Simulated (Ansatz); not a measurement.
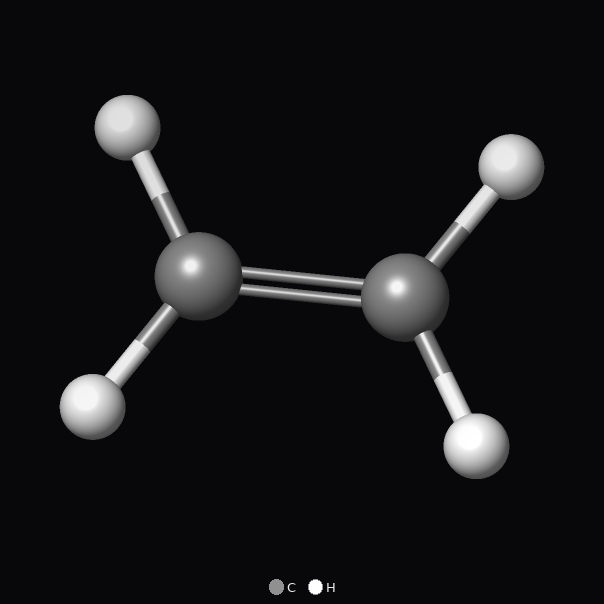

Rendered structure (ball-and-stick style).

> What is the molecular formula?

C2H4, 6 atoms: 2 carbon and 4 hydrogen.

> Give a SMILES string for it.

C=C

> How many sets of symmetry-equivalent atoms are there?

2: 2 C, 4 H.

The parts below concern this one geometry. Atoms keep their numbers from picture to picture. The geometry was computed by an optimisation with PBE0-D4/def2-TZVP.

### Thermal motion

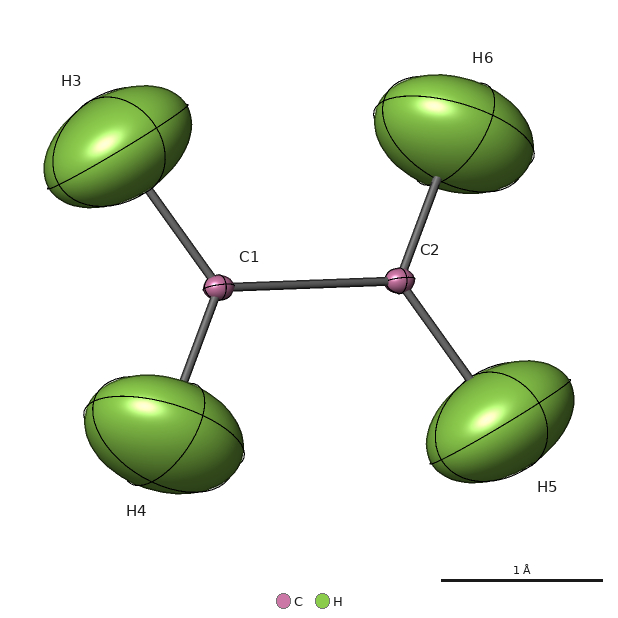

Displacement ellipsoids at the 50 % level, enlarged 3 times, from the internal vibrations of the free molecule (harmonic, no overall translation or rotation; no half-axis is drawn under 0.075 Å). Vibrations computed with RKS PBE0-D4/def2-TZVP (Ansatz 0.2.0). Temperature: 298 K.

> Which atom has the largest mean-square displacement?

H3, H4, H5, H6, with U_eq = 0.0094 Å².

> Does H3 move more along its bond or across it?

Across it: the root-mean-square amplitude is 0.072 Å along the bond and up to 0.112 Å across, since bending and torsion are softer than stretching.

List U_eq and the three principal root-mean-square amplitudes for each kind of atom.

| atom | U_eq (Å²) | rms amplitudes (Å) |
| --- | --- | --- |
| C1, C2 | 0.00038 | 0.017, 0.019, 0.022 |
| H3, H4, H5, H6 | 0.0094 | 0.071, 0.102, 0.112 |

### Vibrations

Harmonic vibrations computed with RKS PBE0-D4/def2-TZVP (Ansatz 0.2.0) at a stationary point of the same level.

> How many vibrational modes are there, and where do they lie?

12 modes: 828, 979, 984, 1067, 1239, 1381, 1466, 1704, 3146, 3162, 3222, 3250 cm⁻¹.

### Electronic properties

Properties computed with RKS ωB97X-V/def2-TZVPP (Ansatz 0.2.0).

> Estimate the LUMO energy (Kohn–Sham orbital).

2.42 eV.

> Give the vertical ionisation energy at this level.

10.53 eV.

> Estimate the HOMO energy (Kohn–Sham orbital).

−10.31 eV.

### Charges

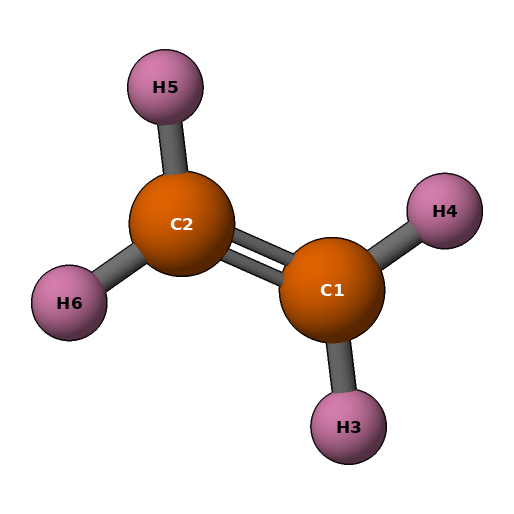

The questions are on Mulliken charges. Level of theory: RKS PBE0-D4/def2-TZVP (Ansatz 0.2.0).

List the Mulliken charges.

| atom | value (e) |
| --- | --- |
| C1 | −0.25 |
| C2 | −0.25 |
| H3 | 0.13 |
| H4 | 0.13 |
| H5 | 0.13 |
| H6 | 0.13 |

Mulliken values depend strongly on the basis set and can even reverse the polarity of a bond.
